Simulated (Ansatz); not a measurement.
Fields on a plane of SrIr2 (cubic Laves, MgCu2 type)

```xyz
6
Lattice="0.0000 3.8485 3.8485 3.8485 0.0000 3.8485 3.8485 3.8485 0.0000" Properties=species:S:1:pos:R:3 pbc="T T T"
Sr     5.7727     5.7727     5.7727
Sr     3.8485     3.8485     3.8485
Ir     2.8864     0.9621     2.8864
Ir     0.9621     0.9621     0.9621
Ir     0.9621     2.8864     2.8864
Ir     2.8864     2.8864     0.9621
```

The slice is a {111} plane (indices of the conventional cell) through the point (0.125, 0.625, 0.125) (fractional), spanned by u = [100] and v = [-1 2 0] in vectors of this cell: u (5.44 Å) and v (9.43 Å, at 90° to u). It covers one period; positions are fractions (u, v).

Atoms on it: Ir at (0.00, 0.00); Ir at (0.50, 0.50); Ir at (0.25, 0.25); Ir at (0.75, 0.75); Ir at (0.25, 0.75); Ir at (0.75, 0.25).

All values below come from r2SCAN (plane waves to 500 eV, PAW, scalar-relativistic; Ansatz, a program for electronic structure). k mesh 11×11×11. Inside the PAW spheres the values are not all-electron values, and peaks at nuclei hang on which shells count as valence. Spin-orbit coupling is left out, though Ir is heavy. SrIr2 is run without spin polarisation. SrIr2 was relaxed with its symmetry unable to fall.

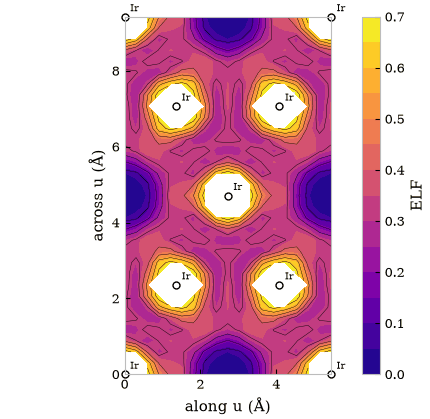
*Electron localisation function (ELF), one period of the plane, atoms marked. Points within 0.5 Å of a nucleus are left white, as the pseudised field means little there.*

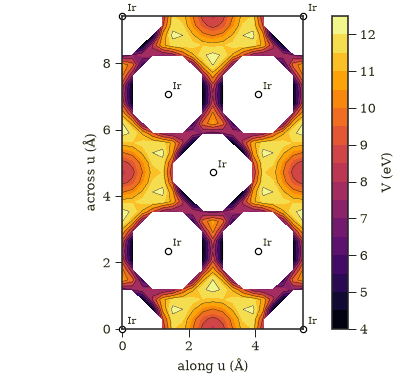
*Electrostatic potential energy of an electron, from the cell's mean, in eV, one period of the plane, atoms marked. Points within 1 Å of a nucleus are left white, as the pseudised field means little there. Values under 4 eV are set to 4. The zero, the cell's mean, hangs on the PAW cores.*
